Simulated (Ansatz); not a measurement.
# CHBCl2O: the cost of one run

The runs use Ansatz 0.2.0, Gaussian basis; the settings change from run to run.

## (1) The molecule

The geometry comes from an earlier relaxation with PBE0-D4 in a triple-zeta def2 set; it is a stationary point.

SMILES `ClC1(Cl)BO1`, 6 atoms, charge 0, spin multiplicity 1.

Atoms are counted from 1 here; the program's logs count them from 0.

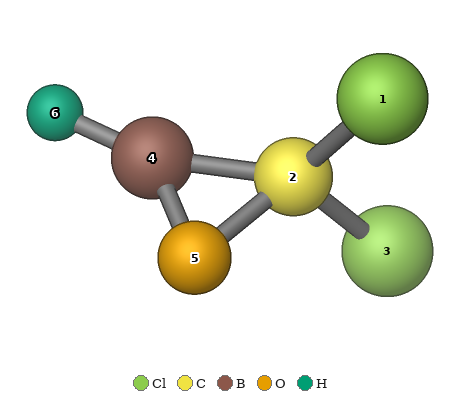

The geometry (chlorine green, carbon yellow, boron brown, oxygen amber, hydrogen teal); atoms are numbered from 1 in the order of the file.

Geometry (Å):

```
Cl   -0.80952   -1.72139   -0.84656
C     0.10099   -0.51919    0.02319
Cl    1.30378   -1.21431    1.07243
B    -0.30486    0.92925    0.08739
O     0.60798    0.54895   -0.81738
H    -0.85627    1.91268    0.43474
```

## (2) LC-wPBE/def2-TZVPD

This run has atoms shaken by 0.15 Å.

The input, in.yaml:

```yaml
crystal:
  periodic: [false, false, false]
  atoms:
    - {symbol: Cl, position_ang: [-0.887742, -1.857851, -1.125514]}
    - {symbol: C, position_ang: [0.172918, -0.413103, -0.048406]}
    - {symbol: Cl, position_ang: [1.515147, -1.270227, 1.025557]}
    - {symbol: B, position_ang: [-0.327428, 0.899651, 0.020069]}
    - {symbol: O, position_ang: [0.527504, 0.468366, -0.484155]}
    - {symbol: H, position_ang: [-0.877191, 1.931593, 0.322778]}
basis:
  gaussian: {orbitals: def2-TZVPD}
hamiltonian: {xc: {name: LC-wPBE}}
output: {forces: true}
```

Launch:

```
$ ansatz run in.yaml --threads 2 --pin off --events-out ev --progress --plain --max-ram 4352MiB
```

Q: Estimate wall time and peak memory on 2 threads of AMD EPYC 7B13, shared host.

About 4 s, with a peak of 0.41 GiB.
